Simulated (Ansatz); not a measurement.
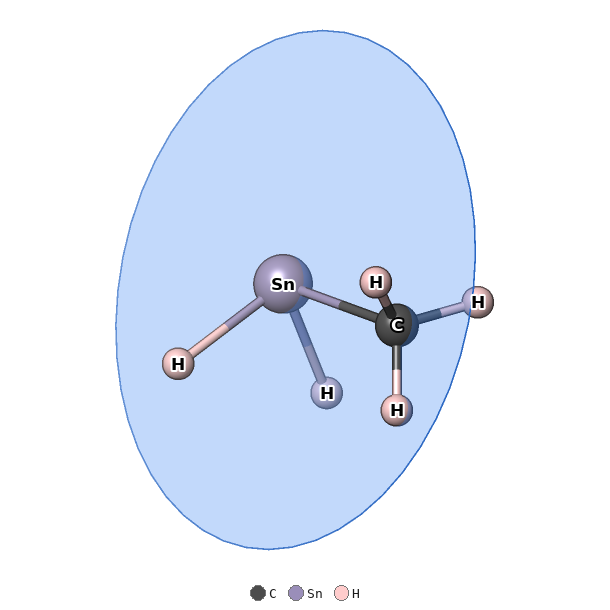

All proper rotation axes (lines) and mirror planes (discs) of the structure are drawn in. Depth is shown by fading: the farther an atom, the more it takes the colour of the background. State: charge −1, singlet. The computed structure is the end point of a PBE-D4/def2-SVPD optimisation. No frequency run is at hand to confirm it as a minimum.

**Name the symmetry elements and the point group.**

It has 1 mirror plane. Point group Cs. The group has 2 operations. The geometry is achiral, and symmetry allows a dipole moment.
